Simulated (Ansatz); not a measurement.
# [NO3]− (nitrate): levels of theory compared

We compute a comparison of 6 runs (B2PLYP/STO-3G, CAM-B3LYP/STO-3G, UB3LYP/STO-3G, UPBE/STO-3G, BCCD(T)/STO-3G, FCI/STO-3G) of [NO3]− (nitrate). 

The calculation is run with Ansatz 0.2.0.

9 further runs of the same task are left out: 7 that didn't finish, 2 set aside as unsound or not needed.

### Step 1. The molecule

The species is [NO3]− (4 atoms), meant as a singlet with charge -1. As SMILES, `O=[N+]([O-])[O-]`. The O3–N2 distance was set to 1.558 Å, away from the relaxed value.

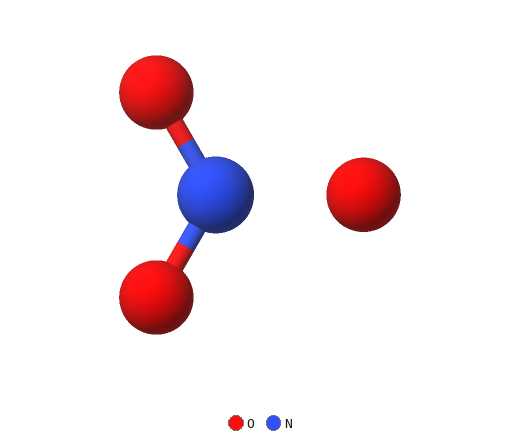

Viewed from a chosen angle; oxygen red, nitrogen blue.

### Step 2. The energy at B2PLYP/STO-3G (run 1)

The input, run.yaml:

```yaml
basis:
  gaussian:
    orbitals: STO-3G
crystal:
  periodic: [false, false, false]
  atoms:
    - {symbol: O, position_ang: [0.178923, 0.802348, 1.167801]}
    - {symbol: "N", position_ang: [-0.117597, 0.278308, 0.076271]}
    - {symbol: O, position_ang: [0.470440, -1.113360, -0.305120]}
    - {symbol: O, position_ang: [-0.884547, 0.867638, -0.710149]}
correlation:
  frozen_orbitals: {"N": 1, O: 1}
total_charge: -1
accuracy: high
hamiltonian:
  xc: {name: B2PLYP}
```

The run is started by

```bash
$ ansatz run run.yaml --threads 1 --pin off --max-ram 3480MiB --events-out events.jsonl --progress --plain --runs-dir runs
```

The program printed:

```text
Warning: RAYON_NUM_THREADS=1 ignored (pool sized by the plan → 1); use --threads N
Functional definition: B2PLYP
  name "B2PLYP"
  parameter a = 0.53
  parameter c = 0.27
  exchange = (1 - a)*b88_x + a*exact_x
  correlation = (1 - c)*lyp_c + c*(mp2_os + mp2_ss)
368 factors; integrals over basis functions are off by at most 4.6e-8 eV
mean field evaluation 1: about -7493.3465 eV, gradient 6.4e1 eV
mean field evaluation 2: about -7493.3848 eV, gradient 6.4e1 eV
mean field evaluation 4: about -7498.8468 eV, gradient 4.2e1 eV
mean field evaluation 8: about -7505.4453 eV, gradient 3.0e-2 eV
mean field evaluation 16: about -7505.4330 eV, gradient 1.5e-5 eV
mean field -7505.43301858 eV, -275.8195760676 hartree, gradient 1.2e-8 eV, S^2 0.000000; 0 other end points of the search recorded, 0 dependent functions left out; unrestricted orbitals would lower it
4 core orbitals not correlated: weight in the atoms' cores, before any rotation towards them, 1.000 or more for the frozen orbitals, at most 0.000 for the correlated occupied ones
reference -7505.43303001 eV, -275.8195764875 hartree; 12, 12 occupied and 4, 4 virtual orbitals, 368 factors
second order -8.23054673 eV of doubles, -0.00000000 eV of singles
Total energy: -7507.65527762 eV, -275.9012425811 hartree
```

It took 1.5 s on 1 thread of Arm Neoverse V1, shared host; peak memory 0.094 GiB.

### Step 3. A single-point energy at CAM-B3LYP/STO-3G (run 2)

The input, run.yaml:

```yaml
crystal:
  periodic: [false, false, false]
  atoms:
    - symbol: O
      position_ang: [0.178923, 0.802348, 1.167801]
    - symbol: N
      position_ang: [-0.117597, 0.278308, 0.076271]
    - symbol: O
      position_ang: [0.470440, -1.113360, -0.305120]
    - symbol: O
      position_ang: [-0.884547, 0.867638, -0.710149]
basis:
  gaussian:
    orbitals: STO-3G
total_charge: -1
hamiltonian:
  xc: {name: CAM-B3LYP}
accuracy: high
```

The run is started by

```bash
$ ansatz run run.yaml --threads 1 --pin off --max-ram 3480MiB --events-out events.jsonl --progress --plain --runs-dir runs
```

The program printed:

```text
Warning: RAYON_NUM_THREADS=1 ignored (pool sized by the plan → 1); use --threads N
Functional definition: CAM-B3LYP
  name "CAM-B3LYP"
  parameter alpha = 0.19
  parameter beta = 0.46
  parameter omega = 0.33/bohr
  parameter ac = 0.81
  exchange = (1 - alpha - beta)*b88_x + beta*b88_x_sr(omega) + alpha*exact_x + beta*exact_x_lr(omega)
  correlation = (1 - ac)*vwn5_c + ac*lyp_c
368 factors; integrals over basis functions are off by at most 4.6e-8 eV
159 factors; integrals over basis functions are off by at most 6.8e-10 eV
mean field evaluation 1: about -7502.0128 eV, gradient 6.5e1 eV
mean field evaluation 2: about -7468.0032 eV, gradient 1.1e2 eV
mean field evaluation 4: about -7514.0353 eV, gradient 3.9e0 eV
mean field evaluation 8: about -7514.1118 eV, gradient 3.3e-1 eV
mean field evaluation 16: about -7514.1122 eV, gradient 2.4e-6 eV
mean field -7514.11223821 eV, -276.1385315060 hartree, gradient 7.1e-8 eV, S^2 0.000000; 0 other end points of the search recorded, 0 dependent functions left out
reference -7514.11224682 eV, -276.1385318224 hartree; 16, 16 occupied and 4, 4 virtual orbitals, 368 factors
Total energy: -7514.11224682 eV, -276.1385318224 hartree
```

It took 1.2 s on 1 thread of Arm Neoverse V1, shared host; peak memory 0.092 GiB.

Runs 3 to 5 aren't shown in full; the table further down has their settings and results.

### Step 4. A single-point energy at FCI/STO-3G (run 6)

The input, in.yaml:

```yaml
crystal:
  periodic: [false, false, false]
  atoms:
    - {symbol: O, position_ang: [0.178923, 0.802348, 1.167801]}
    - {symbol: "N", position_ang: [-0.117597, 0.278308, 0.076271]}
    - {symbol: O, position_ang: [0.470440, -1.113360, -0.305120]}
    - {symbol: O, position_ang: [-0.884547, 0.867638, -0.710149]}
basis:
  gaussian: {orbitals: STO-3G}
total_charge: -1
accuracy: high
correlation: {method: fci, frozen_orbitals: {"N": 1, O: 1}}
```

The run is started by

```bash
$ ansatz run in.yaml --threads 1 --pin off --max-ram 3480MiB --events-out events.jsonl --progress --plain --runs-dir runs
```

The program printed:

```text
Warning: RAYON_NUM_THREADS=1 ignored (pool sized by the plan → 1); use --threads N
Functional definition: HF
  name "HF"
  exchange = exact_x
  correlation = 0
368 factors; integrals over basis functions are off by at most 4.6e-8 eV
mean field evaluation 1: about -7468.2422 eV, gradient 6.5e1 eV
mean field evaluation 2: about -7468.3992 eV, gradient 6.5e1 eV
mean field evaluation 4: about -7480.7719 eV, gradient 9.8e0 eV
mean field evaluation 8: about -7481.4471 eV, gradient 1.3e-1 eV
mean field evaluation 16: about -7472.1648 eV, gradient 3.3e0 eV
mean field -7481.42518096 eV, -274.9373043083 hartree, gradient 3.2e-8 eV, S^2 0.000000; 1 other end points of the search recorded, 0 dependent functions left out; unrestricted orbitals would lower it
4 core orbitals not correlated: weight in the atoms' cores, before any rotation towards them, 1.000 or more for the frozen orbitals, at most 0.000 for the correlated occupied ones
reference -7481.42518096 eV, -274.9373043083 hartree; 12, 12 occupied and 4, 4 virtual orbitals, 368 factors
state -7487.96456422 eV, -275.1776222104 hartree
Total energy: -7487.96456422 eV, -275.1776222104 hartree
```

Wall time 7.8 s (1 thread of Arm Neoverse V1, shared host); peak memory 0.21 GiB.

### Step 5. The series

```csv
run,level,frozen core orbitals,energy (Eh),wall time
1,B2PLYP/STO-3G,4,-275.901243,1.5 s
2,CAM-B3LYP/STO-3G,–,-276.138532,1.2 s
3,UB3LYP/STO-3G,–,-276.256699,1.8 s
4,UPBE/STO-3G,–,-276.019277,3.3 s
5,BCCD(T)/STO-3G,4,-275.173000,0.34 s
6,FCI/STO-3G,4,-275.177622,7.8 s
```

### Step 6. What came out

```
                                          quantity          value
                               run 6: total energy  -275.17762 Eh
run 6: correlation energy (4 core orbitals frozen)     -240.3 mEh
```

What this shows: Against full CI in this basis: BCCD(T) +4.6 mEh. Totals of different functionals can't be ranked against each other. In runs 1, 5 the log says that unrestricted orbitals would lower the reference, so the values rest on an unstable closed-shell determinant (other closed-shell runs at this shape may share the fault). In runs 1, 2, 3, 4, 5, 6 the basis is minimal, so the values are rough. All runs together took 16 s, the longest 7.8 s.
